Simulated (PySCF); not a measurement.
# hydrochloric acid (HCl): a tour of settings

Which settings matter for hydrochloric acid (HCl) (`Cl`), and how do bad ones show?

Programs: PySCF 2.14.0, with density-fitted response routines of our own. Each step states its level of theory. These are calculated values for one molecule in the gas phase, unless marked as measured. Atoms count from 0, in the outputs and in this text.

## Step 1: Starting geometry

2 atoms, charge 0, multiplicity 1; geometry from: GFN2-xTB.

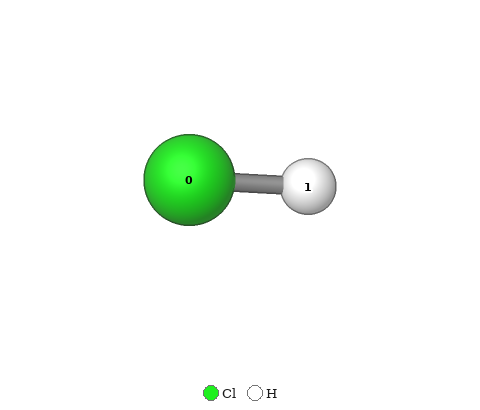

As it starts; chlorine green, hydrogen white, atoms numbered; sticks join atoms by distance.

## Step 2: Shielding tensors: PBE0/pcSseg-1

What the job is given:

```
{"job": {"kind": "nmr", "xc": "PBE0", "basis": "pcSseg-1"}, "charge": 0, "multiplicity": 1}
Cl     0.639943    -0.002786    -0.002969
H     -0.637186     0.004054    -0.011180
```

Level: GIAO PBE0/pcSseg-1 NMR shielding, non-relativistic, gas phase.

Command:

```console
OMP_NUM_THREADS=1 python probes_run.py task.json out
```

This one command runs all jobs of the session in turn.

Output:

```text
coarse grid: 2248 points
cycle   1  E = -460.6127010529  dE = -3.983e-02  |g| = 1.929e-01  |ddm| = 9.793e-01
cycle   2  E = -460.6170461206  dE = -4.345e-03  |g| = 1.762e-01  |ddm| = 4.065e-01
cycle   3  E = -460.6248348414  dE = -7.789e-03  |g| = 9.535e-03  |ddm| = 1.826e-01
cycle   4  E = -460.6248434719  dE = -8.631e-06  |g| = 4.748e-04  |ddm| = 5.263e-03
final grid: 17120 points
cycle   5  E = -460.6294842955  dE = -5.561e-06  |g| = 2.631e-03  |ddm| = 4.785e-03
cycle   6  E = -460.6294845242  dE = -2.287e-07  |g| = 1.704e-03  |ddm| = 3.250e-03
cycle   7  E = -460.6294849584  dE = -4.342e-07  |g| = 1.681e-04  |ddm| = 1.661e-03
cycle   8  E = -460.6294849660  dE = -7.598e-09  |g| = 1.653e-05  |ddm| = 1.899e-04
cycle   9  E = -460.6294849661  dE = -7.321e-11  |g| = 3.410e-06  |ddm| = 1.577e-05
converged SCF energy = -460.6294849661

GIAO shielding tensors (ppm)
atom      isotropic    diamagn.    paramagn.     s11        s22        s33       span
  0 Cl     949.776    1146.368    -196.592    850.085    850.085   1149.159    299.074
  1 H       30.668      28.782       1.886     23.523     23.523     44.957     21.433
```

It took 1.3 s on 1 thread, shared host.

The references, computed at this level on geometries of the same kind, shield at (ppm): 1H TMS 31.72, 35Cl HCl 950. Their shielding less the atom's gives the shift. The references are single molecules in the gas phase. This molecule is itself the reference for 35Cl, where its shift is zero by definition.

```csv
atoms,environment,σ (ppm),δ (ppm)
H1,hydrogen on a chlorine,30.67,1.05
Cl0,chlorine bonded to H,950,0
```

Charges from the same density, by scheme (e):

```csv
atoms,Mulliken,IAO,Hirshfeld,ESP fit
Cl0,-0.23,-0.21,-0.13,-0.26
```

The fields below are evaluated on a grid from the run's orbitals.

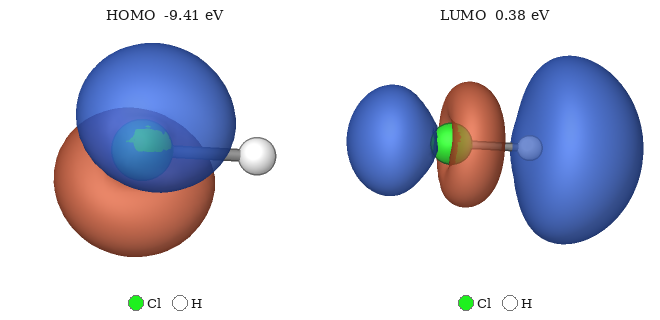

PBE0/pcSseg-1 orbitals near the gap, drawn at the value that encloses 70 % of each; the two colours are the two signs.

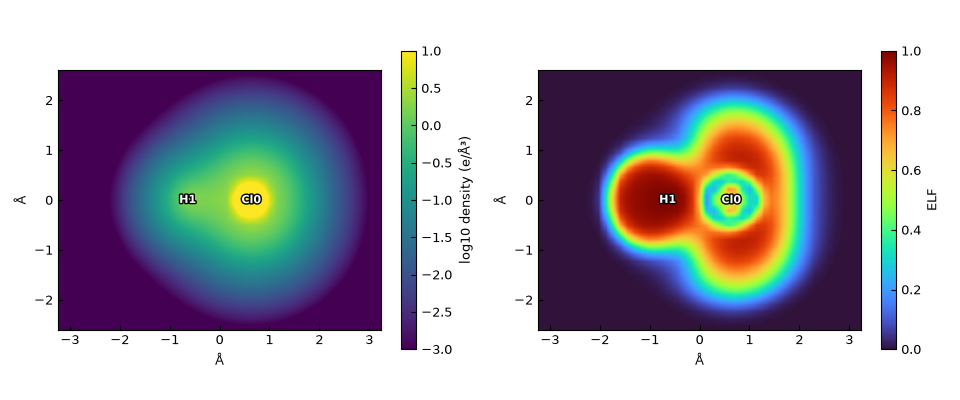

Density (left) and ELF (right) in a plane through or near 2 of the atoms.

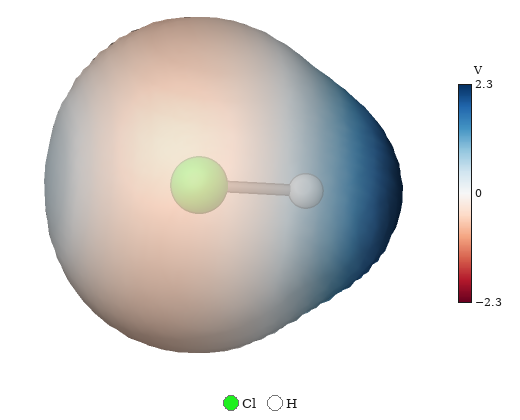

Electrostatic potential on the surface of density 0.002 e/bohr³; red is low, blue high. It runs, from the 1st to the 99th percentile, from -0.56 V near Cl0 to 2.30 V near H1.

## Step 3: TDDFT and polarisability: PBE0/def2-SVPD

What the job is given:

```
{"job": {"kind": "uv", "xc": "PBE0", "basis": "def2-SVPD", "nstates": 6, "ntriplets": 2}, "charge": 0, "multiplicity": 1}
Cl     0.639943    -0.002786    -0.002969
H     -0.637186     0.004054    -0.011180
```

With the program's defaults for keys left out, this is: TDDFT PBE0/def2-SVPD, vertical, gas phase, core orbitals frozen in the response.

Output:

```text
coarse grid: 2248 points
cycle   1  E = -460.4585042926  dE = -4.908e-02  |g| = 1.720e-01  |ddm| = 9.950e-01
cycle   2  E = -460.4607081293  dE = -2.204e-03  |g| = 1.643e-01  |ddm| = 3.645e-01
cycle   3  E = -460.4686082458  dE = -7.900e-03  |g| = 6.040e-03  |ddm| = 1.832e-01
cycle   4  E = -460.4686161623  dE = -7.916e-06  |g| = 1.471e-03  |ddm| = 6.617e-03
final grid: 17120 points
cycle   5  E = -460.5131003447  dE = -2.230e-06  |g| = 1.894e-03  |ddm| = 6.117e-03
cycle   6  E = -460.5131008067  dE = -4.620e-07  |g| = 1.401e-03  |ddm| = 3.676e-03
cycle   7  E = -460.5131012956  dE = -4.889e-07  |g| = 6.080e-05  |ddm| = 1.573e-03
cycle   8  E = -460.5131012967  dE = -1.117e-09  |g| = 1.155e-05  |ddm| = 6.510e-05
cycle   9  E = -460.5131012968  dE = -3.882e-11  |g| = 2.082e-07  |ddm| = 1.394e-05
converged SCF energy = -460.5131012968

Static polarisability (au): isotropic 17.128, principal 16.660 16.660 18.066

Singlet excitations
state   eV       nm        f      main configurations
  1   7.8225    158.5   0.02675   H->L 0.98
  2   7.8225    158.5   0.02675   H-1->L 0.98
  3  10.0738    123.1   0.12061   H->L+1 0.38, H-1->L+1 0.32, H->L+2 0.14
  4  10.0738    123.1   0.12062   H-1->L+1 0.38, H->L+1 0.32, H-1->L+2 0.14
  5  10.3621    119.7   0.03250   H-1->L+2 0.69, H-1->L+1 0.26
  6  10.3621    119.7   0.03250   H->L+2 0.69, H->L+1 0.26

Triplet excitations (Tamm-Dancoff, eV): 7.2116 7.2116
```

Run time: 0.6 s. Hardware: 1 thread, shared host.

Frontier orbitals and where they lie:

```
orbital      eV              atoms
 HOMO−3  -23.76  Cl0 75 %, H1 25 %
 HOMO−2  -13.40  Cl0 75 %, H1 25 %
 HOMO−1   -9.56   Cl0 93 %, H1 7 %
   HOMO   -9.56   Cl0 93 %, H1 7 %
   LUMO   -0.02  Cl0 65 %, H1 35 %
 LUMO+1    2.07  Cl0 90 %, H1 10 %
 LUMO+2    2.31   Cl0 92 %, H1 8 %
```

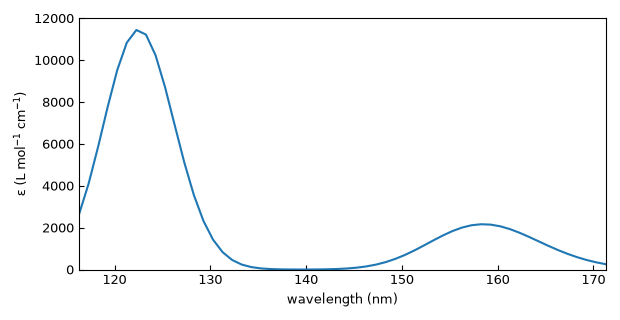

Absorption spectrum: each of the 6 states is a Gaussian band of 0.4 eV half-width at 1/e. Beyond the last state computed it falls off for lack of states.

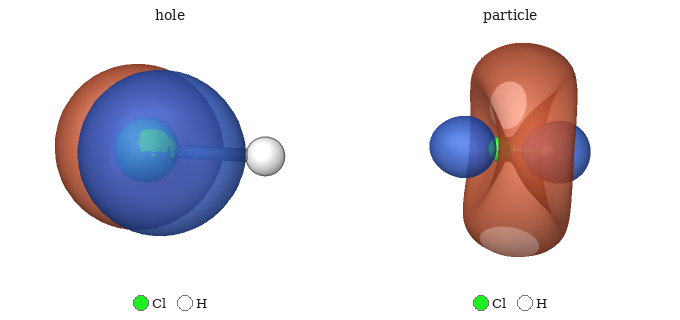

Leading natural transition orbitals of singlet state 4: the electron leaves the hole (left) for the particle orbital (right).

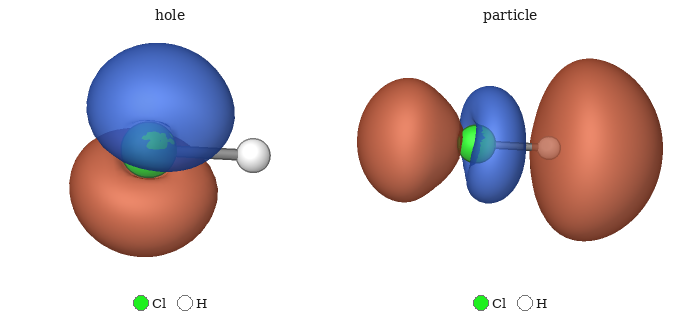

Leading natural transition orbitals of singlet state 1: the electron leaves the hole (left) for the particle orbital (right).

Further results of this job:

```
           property  computed
  dipole moment (D)      1.16
polarisability (Å³)      2.54
 HOMO–LUMO gap (eV)      9.54
      −ε(HOMO) (eV)      9.56
```

## Step 4: Shielding tensors: BHandHLYP/def2-QZVP

What the job is given:

```
{"job": {"kind": "nmr", "xc": "BHandHLYP", "basis": "def2-QZVP", "pop": false}, "charge": 0, "multiplicity": 1}
Cl     0.639943    -0.002786    -0.002969
H     -0.637186     0.004054    -0.011180
```

Level: GIAO BHandHLYP/def2-QZVP NMR shielding, non-relativistic, gas phase.

Output:

```text
coarse grid: 2248 points
cycle   1  E = -460.8174336340  dE = -8.862e-02  |g| = 2.097e-01  |ddm| = 6.891e-01
cycle   2  E = -460.8250167081  dE = -7.583e-03  |g| = 1.448e-01  |ddm| = 2.879e-01
cycle   3  E = -460.8299209806  dE = -4.904e-03  |g| = 2.071e-02  |ddm| = 1.049e-01
cycle   4  E = -460.8299681812  dE = -4.720e-05  |g| = 2.529e-03  |ddm| = 1.057e-02
cycle   5  E = -460.8299718668  dE = -3.686e-06  |g| = 3.286e-04  |ddm| = 4.160e-03
final grid: 17120 points
cycle   6  E = -460.8313022709  dE = -4.301e-06  |g| = 1.090e-03  |ddm| = 8.230e-03
cycle   7  E = -460.8313023784  dE = -1.075e-07  |g| = 7.317e-04  |ddm| = 1.051e-03
cycle   8  E = -460.8313024633  dE = -8.497e-08  |g| = 3.699e-05  |ddm| = 4.747e-04
cycle   9  E = -460.8313024636  dE = -2.314e-10  |g| = 1.884e-05  |ddm| = 3.477e-05
converged SCF energy = -460.8313024636

GIAO shielding tensors (ppm)
atom      isotropic    diamagn.    paramagn.     s11        s22        s33       span
  0 Cl     942.471    1146.443    -203.972    839.215    839.216   1148.982    309.767
  1 H       30.782      29.423       1.360     23.525     23.525     45.297     21.772
```

Wall time 0.9 s (1 thread, shared host).

In short: σ Cl0 942, H1 30.78 ppm.

## Step 5: Shielding tensors: SCAN/pcSseg-1

What the job is given:

```
{"job": {"kind": "nmr", "xc": "SCAN", "basis": "pcSseg-1", "pop": false, "scf": {"max_cycle": 88}}, "charge": -1, "multiplicity": 3}
Cl     0.639943    -0.002786    -0.002969
H     -0.637186     0.004054    -0.011180
```

Level: SCAN/pcSseg-1.

Output:

```text
RuntimeError: Electron number 19 and spin 2 are not consistent
Note mol.spin = 2S = Nalpha - Nbeta, not 2S+1
```

Diagnosis: Charge and multiplicity don't fit the number of electrons: an even count needs an odd multiplicity, and the reverse. The remedy is to mend the charge or the multiplicity.

## Step 6: TDDFT and polarisability: PW91/def2-SVPD

What the job is given:

```
{"job": {"kind": "uv", "xc": "PW91", "basis": "def2-SVPD", "nstates": 25, "ntriplets": 0, "tda": true, "scf": {"conv": 1e-06}}, "charge": 0, "multiplicity": 1}
Cl     0.639943    -0.002786    -0.002969
H     -0.637186     0.004054    -0.011180
```

Level: TDA PW91/def2-SVPD, vertical, gas phase, core orbitals frozen in the response.

Output:

```text
final grid: 17120 points
cycle   1  E = -460.6408654909  dE = -2.804e-02  |g| = 1.741e-01  |ddm| = 1.022e+00
cycle   2  E = -460.6342510096  dE =  6.614e-03  |g| = 2.375e-01  |ddm| = 4.564e-01
cycle   3  E = -460.6508189480  dE = -1.657e-02  |g| = 1.303e-02  |ddm| = 2.614e-01
cycle   4  E = -460.6508542842  dE = -3.534e-05  |g| = 6.411e-03  |ddm| = 1.752e-02
cycle   5  E = -460.6508671644  dE = -1.288e-05  |g| = 4.243e-04  |ddm| = 5.960e-03
cycle   6  E = -460.6508672225  dE = -5.809e-08  |g| = 3.374e-05  |ddm| = 6.912e-04
converged SCF energy = -460.6508672225

Static polarisability (au): isotropic 17.812, principal 17.409 17.409 18.619

Singlet excitations
state   eV       nm        f      main configurations
  1   7.3119    169.6   0.03373   H-1->L 0.65, H->L 0.34
  2   7.3119    169.6   0.03373   H->L 0.65, H-1->L 0.34
  3   9.4752    130.9   0.01214   H-1->L+1 0.47, H-1->L+2 0.34, H->L+1 0.10
  4   9.4752    130.9   0.01214   H->L+1 0.47, H->L+2 0.34, H-1->L+1 0.10
  5   9.6398    128.6   0.12646   H-1->L+2 0.57, H-1->L+1 0.40
  6   9.6398    128.6   0.12646   H->L+2 0.57, H->L+1 0.40
  7   9.8413    126.0   0.00000   H->L+4 0.35, H-1->L+3 0.35, H-1->L+4 0.15
  8   9.8417    126.0   0.00000   H-1->L+4 0.35, H->L+3 0.35, H->L+4 0.15
  9   9.8497    125.9   0.00000   H-1->L+3 0.50, H->L+4 0.50
 10  10.5878    117.1   0.02737   H->L+3 0.44, H-1->L+4 0.44
 11  11.4874    107.9   0.07330   H-2->L 0.69, H->L+6 0.09, H-1->L+5 0.09
 12  11.9202    104.0   0.00000   H->L+5 0.47, H-1->L+6 0.47
 13  11.9219    104.0   0.00000   H-1->L+5 0.43, H->L+6 0.43
 14  11.9223    104.0   0.00000   H->L+5 0.43, H-1->L+6 0.43
 15  12.6925     97.7   0.26952   H-2->L+1 0.42, H-1->L+5 0.24, H->L+6 0.24
 16  13.1774     94.1   0.00000   H->L+8 0.44, H-1->L+7 0.44
 17  13.1774     94.1   0.00000   H-1->L+8 0.44, H->L+7 0.44
 18  13.6078     91.1   0.05964   H-2->L+2 0.86, H-2->L+1 0.10
 19  13.6282     91.0   0.01477   H-2->L+3 0.55, H-2->L+4 0.43
 20  13.6282     91.0   0.01477   H-2->L+4 0.55, H-2->L+3 0.43
 21  14.3652     86.3   0.33114   H-1->L+7 0.29, H->L+8 0.29, H-2->L+5 0.19
 22  14.3652     86.3   0.33114   H->L+7 0.29, H-1->L+8 0.29, H-2->L+6 0.19
 23  15.7133     78.9   0.02890   H-1->L+9 0.61, H->L+9 0.36
 24  15.7133     78.9   0.02890   H->L+9 0.61, H-1->L+9 0.36
 25  15.8042     78.5   1.03681   H-2->L+1 0.35, H-2->L 0.14, H-1->L+5 0.10
```

Wall time 0.4 s (1 thread, shared host).

In short: HOMO -8.17 eV, LUMO -1.11 eV; lowest singlet 7.31 eV.

## Step 7: Side by side: NMR shifts

Isotropic shieldings (ppm), with basis size and wall time:

```
                run     H1  Cl0  functions   time
      PBE0/pcSseg-1  30.67  950         29  1.3 s
BHandHLYP/def2-QZVP  30.78  942        100  0.9 s
```

## Step 8: Side by side: electronic excitations

Excitations and ground-state properties, with basis size and wall time:

| run | lowest singlet (eV) | brightest (eV) | f | gap (eV) | α (Å³) | μ (D) | functions | time |
| --- | --- | --- | --- | --- | --- | --- | --- | --- |
| PBE0/def2-SVPD | 7.82 | 10.07 | 0.121 | 9.54 | 2.54 | 1.16 | 35 | 0.6 s |
| PW91/def2-SVPD | 7.31 | 15.80 | 1.037 | 7.06 | 2.64 | 1.11 | 35 | 0.4 s |

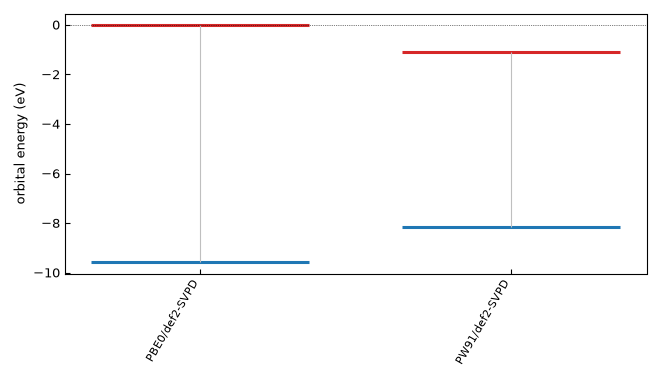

HOMO (blue) and LUMO (red) run by run.

## Step 9: Outcome

| quantity | value |
| --- | --- |
| 1H shifts against TMS (PBE0/pcSseg-1) | 1.05 ppm |
| shieldings of Cl (PBE0/pcSseg-1) | Cl0 949.8 ppm |
| surface potential, 1st and 99th percentile | -0.56 V and 2.30 V |
| lowest singlet (PBE0/def2-SVPD) | 7.82 eV (158 nm), f = 0.027 |
| brightest single state of those computed | state 4, 10.07 eV, f = 0.121 |
| lowest triplet | 7.21 eV |
| range of the shielding of Cl0 | 942 to 950 ppm |
| range of the lowest singlet | 7.31 to 7.82 eV |
| property runs in this session | 5, of which 1 failed and 0 gave unsound results |

Single values in the summary come from the first run of each kind that ended normally (PBE0/pcSseg-1; PBE0/def2-SVPD), which need not be the best level. At PBE0/pcSseg-1: The widest tensor belongs to Cl0: span 299 ppm, with a paramagnetic part of -197 ppm. The lowest singlet, at 7.82 eV, is HOMO→LUMO 0.98 and is weak; of the 6 states computed, the strongest absorption comes from states 3 to 4 together at 10.07 eV. The lowest triplet lies 0.61 eV below the lowest singlet (triplets in Tamm-Dancoff, singlets in full TDDFT). States above −ε(HOMO) lie where TDDFT describes them poorly and they hang on the basis; the brightest is among them. Across the 2 runs the shielding of Cl0 moves most, between 942 (BHandHLYP/def2-QZVP) and 950 ppm (PBE0/pcSseg-1). The lowest singlet runs from 7.31 eV (PW91/def2-SVPD) to 7.82 eV (PBE0/def2-SVPD), while the orbital gap spans 7.06 to 9.54 eV: the excitation energy moves far less from run to run than the orbital gap does. The lowest state need not be the same one in every run. The runs solved for a few states only, so the brightest column depends on that window.
